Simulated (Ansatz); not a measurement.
SiSe2 (SiS2 type, space group Ibam), energy against volume

SiSe₂ (SiS2 type, space group Ibam)

```
SiSe2
1.0
   -3.15068     4.65079     2.92779
    3.15068    -4.65079     2.92779
    3.15068     4.65079    -2.92779
Se Si
4 2
Direct
  0.87171   0.79484   0.66655
  0.37171   0.70516   0.07686
  0.62829   0.29484   0.92314
  0.12829   0.20516   0.33345
  0.75000   0.75000   0.00000
  0.25000   0.25000   0.00000
```

The volume is varied about the relaxed value V₀ at fixed cell shape. The atoms relax within the cell's symmetry.

All values below come from PBEsol (plane waves to 420 eV, PAW, scalar-relativistic; Ansatz, a quantum-chemistry and plane-wave program). k mesh 8×8×8 (Γ-centred), Fermi-Dirac smearing 0.05 eV. E stands for the smeared free energy. Compression counts positive. With the shape held, the modulus is that of even scaling; a crystal free to change shape is softer. SiSe2 was relaxed with its symmetry unable to fall. The zero of ΔE is the relaxed starting cell.

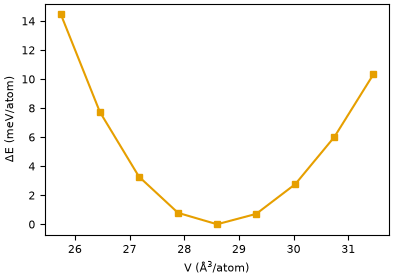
Figure. ΔE (meV/atom) against V (Å³/atom); markers are the computed points, lines only join them.

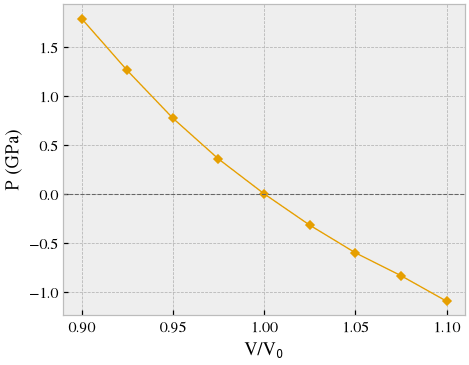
*P (GPa) against V/V₀; computed points joined by lines.*

The energy cost of the largest compression is 14.5 meV/atom and the bulk modulus at fixed cell shape B₀ (third-order Birch-Murnaghan fit) comes out as 13.6 GPa. The pressure for 5 % compression (fit) is 0.8 GPa and the pressure at the smallest volume is 1.79 GPa. The pressure derivative B₀′ (fit) comes out as 4.1.

P = (3B₀/2)(x⁷ − x⁵)[1 + ¾(B₀′ − 4)(x² − 1)] with x = (1/0.95)^(1/3), B₀ = 13.6 GPa and B₀′ = 4.05.

(A scan under strain: stresses follow from slopes of the energy per volume, elastic moduli from its curvatures.)
